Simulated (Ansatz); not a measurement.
# H6HfN2O2: the cost of one run

Program: Ansatz 0.2.0, Gaussian basis. Level of theory: the settings change from run to run. These are calculated values, not measurements.

## (1) The geometry

An earlier PBE0-D4 in a triple-zeta def2 set relaxation fixed the geometry. Hf takes a core potential in def2 sets; no spin-orbit term is included.

SMILES `[NH2][Hf]([NH2])([OH])[OH]`, 11 atoms, charge 0, spin multiplicity 1.

Atoms are counted from 1 here; the program's logs count them from 0.

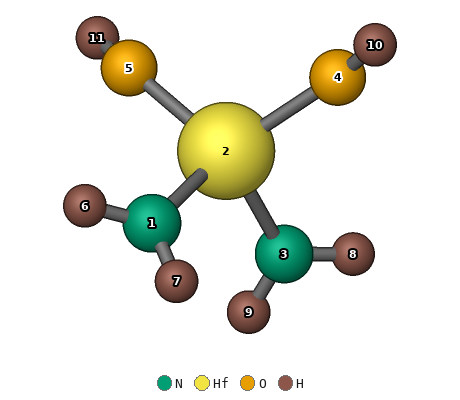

The structure; nitrogen teal, hafnium yellow, oxygen amber, hydrogen brown; atoms are numbered from 1 in the order of the file.

## (2) B2GP-PLYP/def2-TZVP

Options: atoms shaken by 0.03 Å.

File in.yaml:

```yaml
crystal:
  periodic: [false, false, false]
  atoms:
    - {symbol: N, position_ang: [-1.536293, 0.967676, 0.103781]}
    - {symbol: Hf, position_ang: [0.142777, -0.040023, -0.298718]}
    - {symbol: N, position_ang: [0.773175, -0.911231, 1.404295]}
    - {symbol: O, position_ang: [1.699835, 1.085294, -0.737657]}
    - {symbol: O, position_ang: [-0.287183, -1.238972, -1.747519]}
    - {symbol: H, position_ang: [-2.458326, 0.931511, -0.472232]}
    - {symbol: H, position_ang: [-1.742917, 1.576882, 0.944660]}
    - {symbol: H, position_ang: [1.699602, -0.900046, 1.776535]}
    - {symbol: H, position_ang: [0.105444, -1.419114, 2.091201]}
    - {symbol: H, position_ang: [2.000579, 1.950848, -1.103942]}
    - {symbol: H, position_ang: [-0.333495, -2.129630, -2.162726]}
basis:
  gaussian: {orbitals: def2-TZVP}
hamiltonian: {xc: {name: B2GP-PLYP}}
output: {forces: true}
```

Command:

```
$ ansatz run in.yaml --threads 4 --pin off --events-out ev --progress --plain --max-ram 10444MiB
```

Q: Estimate wall time and peak memory on 4 threads of Intel Xeon 6975P-C, shared host.

About 6 s, with a peak of 0.67 GiB.
